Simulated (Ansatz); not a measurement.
A series of calculations on AlH₂OCl

### Relaxation

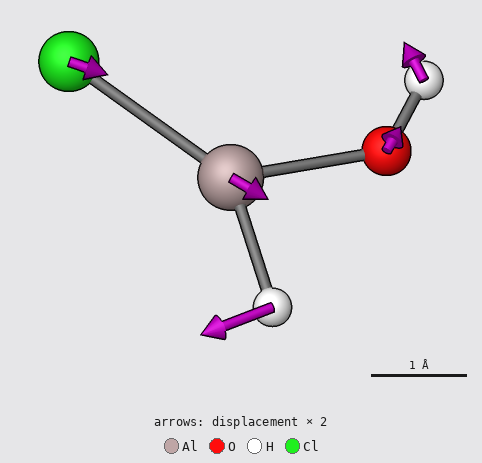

A relaxation of AlH₂OCl. The starting structure is drawn; purple arrows show the displacements, magnified 2 times. The two geometries are superimposed by the best rigid fit.

A ball-and-stick model, seen from a free direction.

The run prepares an end point of a later path (reaction) calculation, from a guessed geometry.

Theory: Ansatz, RHF/cc-pVDZ. Set-up: no spin polarisation; force threshold 0.03 eV/Å; at most 50 steps.

Atoms of which element are displaced furthest, and by how much?

Hydrogen: up to 0.44 Å, against 0.23 Å for aluminium.

What did the optimiser do to the structure, and how much energy did it gain?

The energy falls by 0.600 eV in 6 geometry steps. Largest force component: 1.6 eV/Å at the start, 0.0048 eV/Å at the end. An H atom moves most after the best rigid fit: 0.44 Å. Largest moves by element: H 0.44 Å, Al 0.23 Å, Cl 0.22 Å, O 0.17 Å. Near-neighbour distances that change, for instance: Al–O 1.729 → 1.701 Å, Al–H 1.536 → 1.560 Å, Al–Cl 2.107 → 2.130 Å. Bond angles that change, for instance: O–Al–H 88.2° → 120.4°, H–Al–Cl 141.5° → 120.4°, O–Al–Cl 130.3° → 119.2°.

Limits of the set-up: Hartree-Fock leaves out electron correlation.

### Relaxation

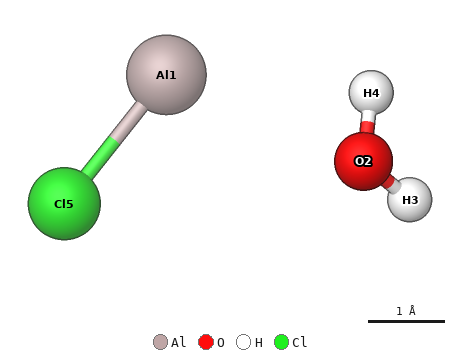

Starting structure of AlH₂OCl. The picture is a ball-and-stick view, seen at a tilt.

The run prepares an end point of a later path (reaction) calculation, from a guessed geometry.

All numbers below come from RHF/cc-pVDZ (Ansatz 0.2.0).

Input file:
```yaml
crystal:
  periodic: [false, false, false]
  atoms:
    - { symbol: Al, position_ang: [-0.146041, -0.175976, -1.212847] }
    - { symbol: O, position_ang: [1.042809, 0.195435, 1.487888] }
    - { symbol: H, position_ang: [1.107373, -0.441205, 2.186095] }
    - { symbol: H, position_ang: [1.711334, -0.077715, 0.840857] }
    - { symbol: Cl, position_ang: [-2.269576, 0.218061, -0.819592] }
basis:
  gaussian: { orbitals: cc-pVDZ }
hamiltonian:
  xc: hf
relax:
  f_tol: 0.03
  max_steps: 50
```

Command:
```bash
ansatz run input.yaml --threads 1 --pin off --max-ram 2048MiB --backend cpu --events-out ev --progress --plain --runs-dir out
```

> Predict the outcome.

Over 13 accepted moves (15 points after the start) the energy falls by 7.58 kcal/mol. The largest force component goes from 1.1 to 0.0073 eV/Å. The line search rejected the trial steps at points 2, 12 of the run. H3 moves most after the best rigid fit: 0.98 Å. Largest moves by element: H 0.98 Å, Cl 0.86 Å, O 0.65 Å, Al 0.31 Å. Among the contacts that change: Al1–O2 2.974 → 2.254 Å, Al1–Cl5 2.195 → 2.254 Å, O2–H4 0.970 → 0.948 Å, O2–H3 0.947 → 0.951 Å. New bonds form, among them: Al1–O2 (2.97 → 2.25 Å). Bond angles that change, for instance: H3–O2–H4 104.8° → 108.9°. The run took 13 s on 1 thread of Arm Neoverse V2, with other jobs on the host, peak memory 0.12 GiB.

Final geometry:

```xyz
5

Al    0.1101   -0.0059   -1.1851
O     0.9647   -0.0694    0.8995
H     0.3741   -0.0843    1.6449
H     1.8554   -0.1650    1.2105
Cl   -1.8584    0.0432   -0.0875
```

After the run, drawn alike:

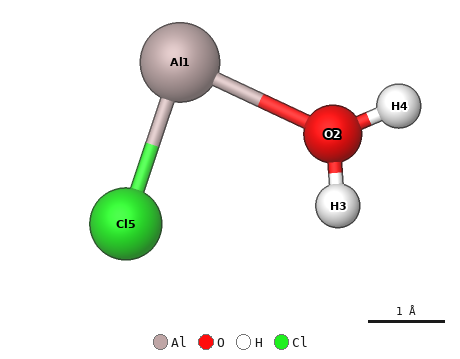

Limits of the set-up: the start holds two separate molecules, 2.8 Å apart at their closest, whose relative position is a soft coordinate and is computed without a dispersion correction; Hartree-Fock leaves out electron correlation.

### Path

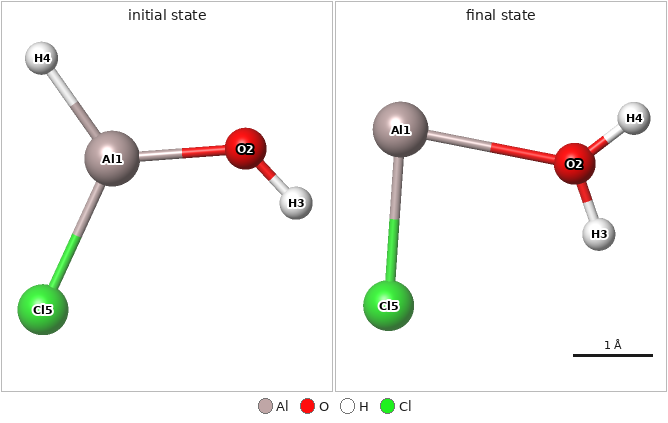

The two relaxed end points of a path for AlH2OCl. Style: ball-and-stick. Shown face on.

These are results of RHF/cc-pVDZ (Ansatz 0.2.0), not measurements.

Settings: 5 movable images; climbing image; force threshold 0.05 eV/Å; iteration limit 60.

Start:
```xyz
5

Al    0.4925   -0.0065    0.0432
O     0.6754   -0.1551    1.7282
H     0.0003   -0.2418    2.3813
H     1.7442    0.1274   -0.8777
Cl   -1.4665   -0.0054   -0.7926
```

End:
```xyz
5

Al    0.1287    0.1428   -1.1759
O     0.9576   -0.0485    0.9112
H     0.3610   -0.1893    1.6385
H     1.8491   -0.0941    1.2312
Cl   -1.8505   -0.0924   -0.1226
```

What barrier does the band find between them, and by what path?

The energy climbs by 86.4 kcal/mol to image 3 and then falls by 56.3 kcal/mol, so the end point sits at +30.1 kcal/mol. A hydrogen atom shifts from one atom to another. Breaking: Al1–H4 (1.56 → 1.71 at the top → 2.97 Å). Forming: O2–H4 (2.83 → 1.35 at the top → 0.95 Å). The band is converged. At the top, the vibrational analysis gives one imaginary mode (1971i cm⁻¹), as a transition state must have.

Energies of the converged images:

```tsv
image	path (Å)	E (kcal/mol)
0	0.00	0.0
1	0.65	5.8
2	1.30	36.8
3	1.94	86.4
4	2.54	43.3
5	3.14	32.2
6	3.73	30.1
```

The geometry at the top of the path:

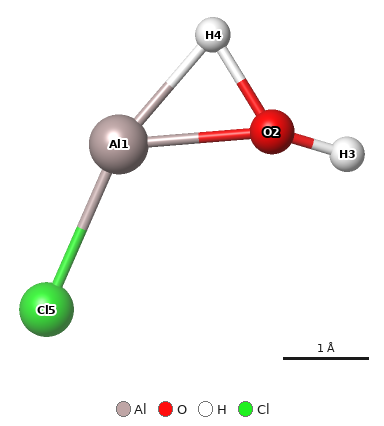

Limits of the set-up: Hartree-Fock leaves out electron correlation.
